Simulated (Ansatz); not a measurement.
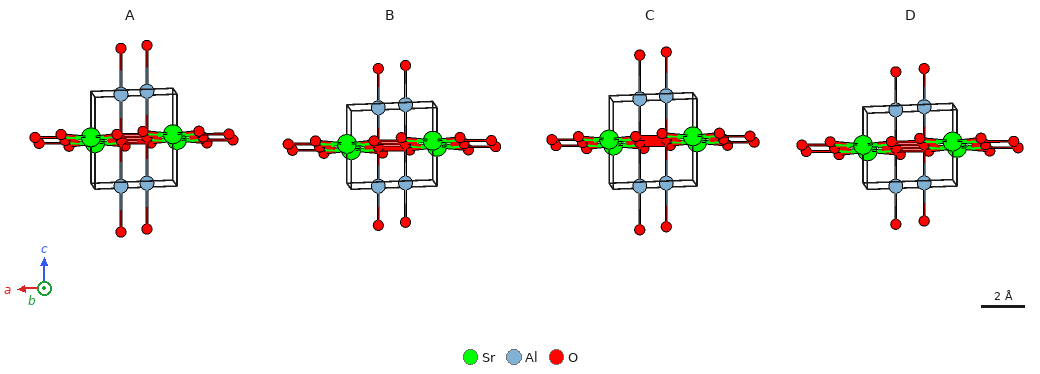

4 geometries from one relaxation of crystalline SrAl2O2 (a generated structure, set up in P6/mmm) (coarse preliminary run), in shuffled order. Style: ball-and-stick. Shown: the cell of the calculation, from a free direction.

The calculation used DFT PBE, scalar-relativistic, plane waves, PAW (Ansatz). Set-up: plane-wave cutoff 420 eV; k-point mesh 6 × 6 × 4; occupations gaussian; smearing width 0.1 eV; no spin polarisation; cell and atoms relaxed; force threshold 0.04 eV/Å; at most 70 steps.

### Put them in the order of the run, from the start to the converged end.

A, C, B, D. They are steps 0, 1, 3, 9, at +420 meV per atom, +256 meV per atom, +34.3 meV per atom relative to the last. After 7 accepted moves (9 points after the start) the energy has fallen by 420 meV per atom. All forces vanish by symmetry, so only the cell relaxes. The pressure goes from −4.50 to 0.14 GPa. The SCF was repeated twice at an unchanged geometry on a basis and grid sized afresh for the cell, which shifted the energy by 8.5 meV per atom at most. The atoms keep their places relative to the cell (all moves are under 0.005 Å). The drawn cell changes as follows: a = b 4.621 → 5.046 Å (+9.2 %), c 4.382 → 3.636 Å (−17.0 %); the volume changes by −1.0 %. Near-neighbour distances that change, for instance: Al–O 2.191 → 1.818 Å, O–Sr 2.668 → 2.914 Å. The space group stays P6/mmm (No. 191). Cost: 28 s on 1 thread of Intel(R) Xeon(R) Processor @ 2.70GHz, on a shared host, peak memory 0.38 GiB.
